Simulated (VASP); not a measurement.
Band structure of ZnCd3S4 (space group P-43m). Computed with modified Becke-Johnson potential (mBJ), VASP's PBE PAW potentials (set 64) (plane waves; VASP 6.6.1).

mBJ is a potential without an energy functional, so only the levels count.

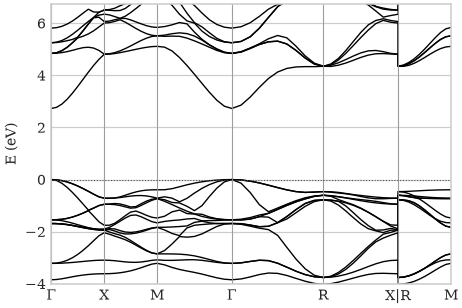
Bands along high-symmetry lines, zero at the valence-band maximum or, without a gap, the Fermi level

Question: Read the plot: is there a gap, and where are the band edges?

Answer: The gap is direct, 2.73 eV, from the valence maximum at Γ to the conduction minimum at Γ.

The structure comes from a computed database's ZnCd3S4 entry (P-43m); how it stands against other phases isn't given here. It was relaxed first. The cell's shape comes from a PBE relaxation.
